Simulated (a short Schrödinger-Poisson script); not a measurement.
Stack: MOS inversion layer, SiO2 on p-type Si(100), at 400 K.

```csv
layer,material,thickness (nm),Na (cm⁻³)
1,SiO2,1.9,-
2,Si,380,1.3e18
```

Constants are typed, rounded textbook-type inputs, not results; the design itself was drawn at random and stands for no fabricated device. SiO2: permittivity 3.9, conduction-band edge (eV) 3.15, gap (eV) 9, electron mass (mₑ) 0.5. Si: permittivity 11.7, conduction-band edge (eV) 0, gap (eV) 1.124, Nv at 300 K (cm⁻³) 3.1e19.

Channel valleys (confinement mass, in-plane density-of-states mass, number): Δ2 0.916, 0.19, 2; Δ4 0.19, 0.417, 4. At the gate the conduction-band edge of layer 1 lies 3.4 eV − eVg above the Fermi level of the channel; the field vanishes at the back. Gaps are held at their typed values at every temperature. Mesh 0.03 nm at interfaces.

Solved with a short Schrödinger-Poisson script written for these runs: 1D Poisson equation in equilibrium, electrons quantum, Hartree (BenDaniel-Duke, 12 states a valley, the channel's in-plane mass for all, wave functions ending at the dielectric), parabolic valleys, classical holes, full ionisation, no traps, pinning or gate leakage.

Only gate voltages with over 1e8 electrons/cm² are shown.

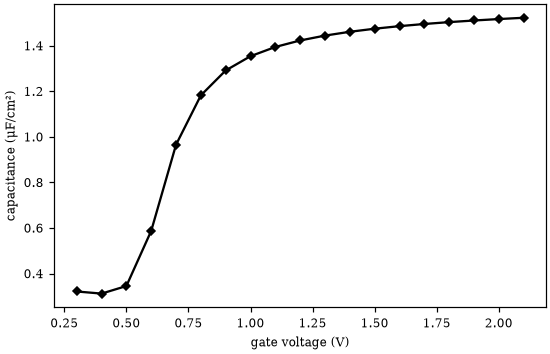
Figure. Quasi-static capacitance against gate voltage

```tsv
Vg (V)	electrons (cm⁻²)	C (μF/cm²)	Δ2 E0 (meV)	Δ2 E1 (meV)	Δ4 E0 (meV)	Δ4 E1 (meV)
0.3	2.12e8	0.321	367.1	447.8	441.6	571.1
0.4	1.97e9	0.312	288.9	373.0	366.5	502.1
0.5	1.83e10	0.345	210.9	298.3	291.5	432.7
0.6	1.36e11	0.588	140.5	231.0	224.1	370.2
0.7	5.28e11	0.966	92.2	186.1	179.1	328.9
0.8	1.15e12	1.18	63.1	160.5	153.6	306.0
0.9	1.90e12	1.29	43.5	144.4	137.7	292.3
1	2.71e12	1.35	28.8	133.1	126.6	283.0
1.1	3.55e12	1.39	16.9	124.6	118.2	276.2
1.2	4.42e12	1.42	6.7	117.7	111.4	270.9
1.3	5.31e12	1.44	-2.3	111.9	105.8	266.7
1.4	6.21e12	1.46	-10.5	106.9	101.0	263.1
1.5	7.13e12	1.47	-18.0	102.6	96.7	260.1
1.6	8.05e12	1.49	-25.0	98.6	92.9	257.5
1.7	8.97e12	1.50	-31.6	95.0	89.4	255.1
1.8	9.91e12	1.50	-37.9	91.7	86.2	253.0
1.9	1.08e13	1.51	-44.0	88.6	83.3	251.1
2	1.18e13	1.52	-49.8	85.8	80.5	249.4
2.1	1.27e13	1.52	-55.5	83.0	77.8	247.8
```

Subbands count from the Fermi level.
